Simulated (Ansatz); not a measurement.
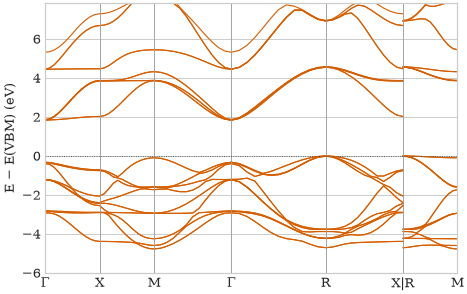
Figure. Band structure from PBEsol with spin–orbit coupling (plane waves, PAW; program Ansatz)

Question: Read off the gap and where the band edges lie.

Answer: About 1.8 eV (1.84 eV by a search for the band edges); maximum at R, minimum at Γ.

The material is SrTiO$_{3}$ (cubic perovskite, Pm-3m).

The PBEsol relaxation kept the symmetry of its start. The run is not spin-polarised.

Potentials: the later of the program's two PAW sets.
